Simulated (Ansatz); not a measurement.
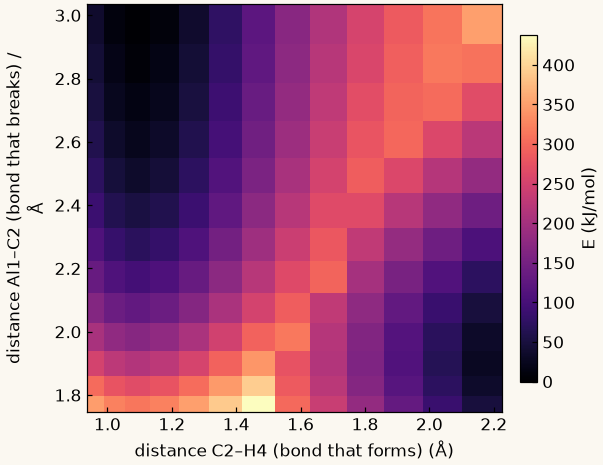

Energy landscape of the reacting system C₂H₇Al (fragments C₂H₇Al where the first distance is long, AlH + C₂H₆ where the second is long). Coordinates scanned: (1) distance C2–H4 (bond that forms); (2) distance Al1–C2 (bond that breaks). Relaxed at each point: all other coordinates. The grid has 13 × 13 points. Points are written as (first, second). Energies: kJ/mol, counted from the lowest grid point. Energies and slopes of some neighbouring points disagree (a jump in structure or state, or too coarse a mesh). The reference is spin-restricted, so regions where a bond is pulled apart into radicals lie too high. Theory: RHF/def2-SVP (Ansatz).

Drawn: one coloured cell a grid point. 

Q: Describe this landscape.

A: The lowest grid point is at (1.091 Å, 2.973 Å). It lies in a valley that leaves the map towards separated partners. The energy also falls towards the edge at (2.163 Å, 1.901 Å) (28 kJ/mol above the lowest), where a further well may lie outside the range. The highest grid point, (1.468 Å, 1.773 Å), lies 438 kJ/mol above the lowest.

Grid values (kJ/mol):

```
second ↓, first →  0.963  1.017  1.091  1.175  1.267  1.365  1.468  1.575  1.686  1.801  1.918  2.039  2.163
            2.973     37     11      0     10     37     76    122    170    213    252    285    311    349
            2.849     43     17      6     16     43     82    128    175    220    258    290    314    308
            2.728     51     25     14     23     50     89    135    183    229    267    296    301    266
            2.611     60     35     23     33     60     99    145    192    238    277    299    260    224
            2.496     73     47     36     45     72    111    157    205    250    288    259    218    182
            2.385     88     63     52     61     88    127    173    221    265    264    220    179    142
            2.278    108     83     72     82    109    148    194    240    281    230    184    143    105
            2.175    134    108     97    107    135    174    219    263    296    200    153    111     74
            2.077    165    140    130    139    167    207    250    289    230    177    129     86     49
            1.985    204    179    169    179    206    246    294    314    218    163    114     71     33
            1.901    251    226    215    225    253    293    341    275    215    160    110     66     28
            1.827    302    277    266    276    304    344    392    285    224    167    117     73     35
            1.773    347    322    312    322    350    390    438    301    239    181    131     86     49
```

The whole map (169 points run) took 16 min on 1 thread of Arm Neoverse V2 (shared host).
